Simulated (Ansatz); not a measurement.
Partial pair distribution functions of a relaxed model of amorphous Si$_{34}$N$_{36}$, broadened by 0.06 Å; density 2.87 g/cm³. These are PBE, scalar-relativistic without spin-orbit coupling (plane waves to 420 eV, PAW; Ansatz, a first-principles code) values and carry that method's errors. The usual formal charges leave 28 electrons over, so the level spacing at the Fermi energy parts defect or band states and needn't be the band gap.

It comes from a melt-quench run on a machine-learned potential (CHGNet), relaxed afterwards by DFT. N atoms were pushed apart under 1.9 Å during the dynamics, to hinder bonds among them. It is the lowest in DFT energy of 2 quenches. It is a model cell: composition and starting density were chosen by hand, and all elements were melted together. No dispersion term was used. Its density started from a set value of 3.00 and ended at 2.87 g/cm³. The simulated quench (nominally 300 K/ps over its main leg) is rapid and tends to freeze in more defects than a deposited or slowly cooled glass has. Values belong to this one cell and scatter from quench to quench. The volume was free in the relaxation, at fixed shape. Stress components on the final sampling reach 2.8 GPa. On a 2×2×2 Γ-centred mesh force components of up to 0.24 eV/Å stay, since the relaxation ran on the zone centre alone.

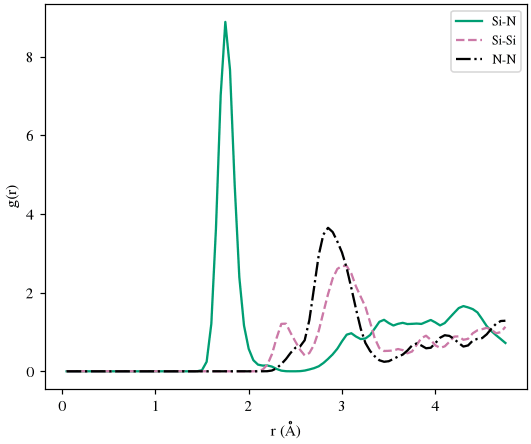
Partial pair distribution functions

Highest peaks under 4.5 Å: Si-N near 1.75 Å, Si-Si near 3.00 Å, N-N near 2.85 Å; pairs of few atoms are noisy.

Within 2.34 Å each Si has 3.26 N neighbours on average.
